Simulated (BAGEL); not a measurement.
**GeSiH6O (SMILES [SiH3][O][GeH3]), step by step**

Aim: a single-point energy (HF/def2-SVP), then the energy (NEVPT2(2,2)/def2-SVP) of GeSiH6O. 

The calculation is run with BAGEL 1.2.2.

1 further run of the same task is left out (set aside as unsound or not needed).

## Step 1: Starting point

GeSiH6O has 9 atoms, charge 0, and is taken as a singlet. As SMILES, `[SiH3][O][GeH3]`. The Ge3–H8 distance was set to 4.306 Å, away from the relaxed value. At this shape a bond of the SMILES string is far longer than usual.

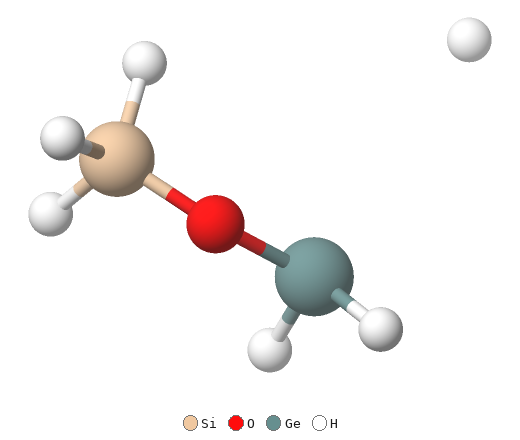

The structure, seen from a chosen angle (silicon light orange, oxygen red, germanium teal, hydrogen white).

## Step 2: A single-point energy at HF/def2-SVP (density fitting with svp-jkfit) (run 1)

File input.json:

```json
{ "bagel" : [

{
  "title" : "molecule",
  "basis" : "svp",
  "df_basis" : "svp-jkfit",
  "geometry" : [
    { "atom" : "Si", "xyz" : [  1.52098009,  6.13949719, -0.36937721 ] },
    { "atom" : "O", "xyz" : [  3.93850672,  4.56875684,  0.73044340 ] },
    { "atom" : "Ge", "xyz" : [  4.34876626,  2.20395356,  3.07578249 ] },
    { "atom" : "H", "xyz" : [ -0.38934405,  4.40113813, -1.49017377 ] },
    { "atom" : "H", "xyz" : [  2.44845767,  7.90015502, -2.34470792 ] },
    { "atom" : "H", "xyz" : [  0.25675331,  7.60913720,  1.67284982 ] },
    { "atom" : "H", "xyz" : [  7.18524517,  1.62550840,  3.10469530 ] },
    { "atom" : "H", "xyz" : [ -0.03552685, -4.30952043,  0.94183950 ] },
    { "atom" : "H", "xyz" : [  3.44075286,  3.27183780,  5.62124358 ] }
  ]
},
{ "title" : "hf", "charge" : 0 },
{ "title" : "print", "file" : "orbitals.molden", "orbitals" : true }

]}
```

Started as:

```
$ BAGEL_NUM_THREADS=1 BAGEL input.json > input.out
```

The program printed:

```text
* using 1 threads per process

  ===============================================================
  ===============================================================

  *** Geometry ***

  { "atom" : "Si", "xyz" : [      1.520980,      6.139497,     -0.369377 ] },
  { "atom" : "O", "xyz" : [      3.938507,      4.568757,      0.730443 ] },
  { "atom" : "Ge", "xyz" : [      4.348766,      2.203954,      3.075782 ] },
  { "atom" : "H", "xyz" : [     -0.389344,      4.401138,     -1.490174 ] },
  { "atom" : "H", "xyz" : [      2.448458,      7.900155,     -2.344708 ] },
  { "atom" : "H", "xyz" : [      0.256753,      7.609137,      1.672850 ] },
  { "atom" : "H", "xyz" : [      7.185245,      1.625508,      3.104695 ] },
  { "atom" : "H", "xyz" : [     -0.035527,     -4.309520,      0.941840 ] },
  { "atom" : "H", "xyz" : [      3.440753,      3.271838,      5.621244 ] },

  Number of auxiliary basis functions:      579

  Since a DF basis is specified, we compute 2- and 3-index integrals:
    o Being stored without compression. Storage requirement is 0.041 GB

  Number of basis functions:       94
  Number of electrons      :       60

    * METHOD: MOLECULE                             0.36

  *** RHF ***

  === Nuclear Repulsion ===
   258.1485158011

      * DIIS with orbital gradients will be used.

  === RHF iteration (svp) ===
      0      -2441.79236215          0.01568091           0.13
      1      -2441.78283617          0.01447935           0.12
      2      -2442.01073161          0.00415374           0.12
      3      -2442.03606951          0.00125944           0.12
      4      -2442.03826323          0.00015126           0.12
      5      -2442.03830679          0.00005205           0.12
      6      -2442.03831049          0.00002366           0.12
      7      -2442.03831139          0.00000743           0.12
      8      -2442.03831145          0.00000385           0.12
      9      -2442.03831147          0.00000095           0.12
     10      -2442.03831147          0.00000033           0.12
     11      -2442.03831147          0.00000015           0.12
     12      -2442.03831147          0.00000005           0.12
     13      -2442.03831147          0.00000002           0.12
     14      -2442.03831147          0.00000001           0.12
    * SCF iteration converged.

    * Permanent dipole moment:
           (   -0.904675,    -1.318812,    -0.804903) a.u.

    * METHOD: HF                                   2.13

    * METHOD: PRINT                                0.02

  ===============================================================
```

It took 2.7 s on 1 thread of Arm Neoverse V1, shared host; peak memory 0.16 GiB.

## Step 3: The energy at NEVPT2(2,2)/def2-SVP (density fitting with svp-jkfit) (run 2)

File job.json:

```json
{ "bagel" : [

{
  "title" : "molecule",
  "basis" : "svp",
  "df_basis" : "svp-jkfit",
  "geometry" : [
    { "atom" : "Si", "xyz" : [     1.52098009,     6.13949719,    -0.36937721 ] },
    { "atom" : "O", "xyz" : [     3.93850672,     4.56875684,     0.73044340 ] },
    { "atom" : "Ge", "xyz" : [     4.34876626,     2.20395356,     3.07578249 ] },
    { "atom" : "H", "xyz" : [    -0.38934405,     4.40113813,    -1.49017377 ] },
    { "atom" : "H", "xyz" : [     2.44845767,     7.90015502,    -2.34470792 ] },
    { "atom" : "H", "xyz" : [     0.25675331,     7.60913720,     1.67284982 ] },
    { "atom" : "H", "xyz" : [     7.18524517,     1.62550840,     3.10469530 ] },
    { "atom" : "H", "xyz" : [    -0.03552685,    -4.30952043,     0.94183950 ] },
    { "atom" : "H", "xyz" : [     3.44075286,     3.27183780,     5.62124358 ] }
  ]
},

{ "title" : "hf" },

{ "title" : "casscf", "nstate" : 1, "nact" : 2, "nclosed" : 29, "nspin" : 0, "active" : [30, 31], "maxiter" : 200, "natocc" : true },

{
  "title" : "nevpt2",
  "nstate" : 1,
  "nact" : 2,
  "nclosed" : 29,
  "nspin" : 0,
  "active" : [30, 31],
  "maxiter" : 200,
  "natocc" : true,
  "ncore" : 15
},

{ "title" : "print", "file" : "orbitals.molden", "orbitals" : true }

]}
```

Started as:

```
$ BAGEL_NUM_THREADS=1 BAGEL job.json > job.out
```

The program printed:

```text
* using 1 threads per process

  ===============================================================
  ===============================================================

  *** Geometry ***

  { "atom" : "Si", "xyz" : [      1.520980,      6.139497,     -0.369377 ] },
  { "atom" : "O", "xyz" : [      3.938507,      4.568757,      0.730443 ] },
  { "atom" : "Ge", "xyz" : [      4.348766,      2.203954,      3.075782 ] },
  { "atom" : "H", "xyz" : [     -0.389344,      4.401138,     -1.490174 ] },
  { "atom" : "H", "xyz" : [      2.448458,      7.900155,     -2.344708 ] },
  { "atom" : "H", "xyz" : [      0.256753,      7.609137,      1.672850 ] },
  { "atom" : "H", "xyz" : [      7.185245,      1.625508,      3.104695 ] },
  { "atom" : "H", "xyz" : [     -0.035527,     -4.309520,      0.941840 ] },
  { "atom" : "H", "xyz" : [      3.440753,      3.271838,      5.621244 ] },

  Number of auxiliary basis functions:      579

  Since a DF basis is specified, we compute 2- and 3-index integrals:
    o Being stored without compression. Storage requirement is 0.041 GB

  Number of basis functions:       94
  Number of electrons      :       60

    * METHOD: MOLECULE                             0.37

  *** RHF ***

  === Nuclear Repulsion ===
   258.1485158011

      * DIIS with orbital gradients will be used.

  === RHF iteration (svp) ===
      0      -2441.79236215          0.01568091           0.13
      1      -2441.78283617          0.01447935           0.12
      2      -2442.01073161          0.00415374           0.12
      3      -2442.03606951          0.00125944           0.12
      4      -2442.03826323          0.00015126           0.12
      5      -2442.03830679          0.00005205           0.12
      6      -2442.03831049          0.00002366           0.12
      7      -2442.03831139          0.00000743           0.12
      8      -2442.03831145          0.00000385           0.12
      9      -2442.03831147          0.00000095           0.12
     10      -2442.03831147          0.00000033           0.12
     11      -2442.03831147          0.00000015           0.12
     12      -2442.03831147          0.00000005           0.12
     13      -2442.03831147          0.00000002           0.12
     14      -2442.03831147          0.00000001           0.12
    * SCF iteration converged.

    * Permanent dipole moment:
           (   -0.904675,    -1.318812,    -0.804903) a.u.

    * METHOD: HF                                   2.09

  ---------------------------
      CASSCF calculation
  ---------------------------

    ==== Active orbitals : =====
         Orbital 30
         Orbital 31
    ============================

    * nstate   :      1
    * nclosed  :     29
    * nact     :      2
    * nvirt    :     63
  === CASSCF iteration (svp) ===

    * Using the second-order algorithm

      0  0     -2442.15342507     5.51e-03      0.03

      1  0     -2442.17581505     2.53e-04      0.65

      2  0     -2442.17585605     4.63e-05      0.63

      3  0     -2442.17585741     1.03e-05      0.64

      4  0     -2442.17585747     2.28e-06      0.64

      5  0     -2442.17585747     5.07e-07      0.65

      6  0     -2442.17585748     1.13e-07      0.60

      7  0     -2442.17585748     2.50e-08      0.59

      8  0     -2442.17585748     5.57e-09      0.50

    * Second-order optimization converged. *

     guess   0:   closed 1.                   open ..

  === FCI iteration ===

      0  0     -2442.01425010     9.32e-02      0.00
      1  0     -2442.17254233     1.71e-02      0.00
      2  0 *   -2442.17585748     4.05e-16      0.00

     * ci vector, state   0, <S^2> = 0.0000
       2.     0.7519602483
       .2    -0.6592084534

    * METHOD: CASSCF                               5.22

    * freezing 15 orbitals

  === DF-NEVPT2 calculation ===

    * 3-index integral transformation done
    * assembly done

      NEVPT2 correlation energy:   -0.5012638723      0.25

          (+0)     -0.4690906422
          (+0)'    -0.0029574027
          (+1)     -0.0103199624
          (+1)'    -0.0000000000
          (+2)     -0.0000133406
          (-1)     -0.0188483297
          (-1)'     0.0000000000
          (-2)     -0.0000341948

      NEVPT2 total energy:       -2442.6771213474

    * METHOD: NEVPT2                               0.46

    * METHOD: PRINT                                0.02

  ===============================================================
```

Wall time 8.4 s (1 thread of Arm Neoverse V1, shared host); peak memory 0.16 GiB.

## Step 4: Results

```
                                 quantity           value
         run 1, HF/def2-SVP: total energy  -2442.03831 Eh
        run 1, HF/def2-SVP: dipole moment          4.55 D
          run 1, HF/def2-SVP: HOMO energy        -6.92 eV
          run 1, HF/def2-SVP: LUMO energy        -2.40 eV
        run 1, HF/def2-SVP: HOMO–LUMO gap         4.51 eV
run 2, NEVPT2(2,2)/def2-SVP: total energy  -2442.67712 Eh
```

**Reading.** One bond (run 1, HF/def2-SVP) is far stretched, which a spin-restricted single reference describes badly; a broken-symmetry solution may lie lower.
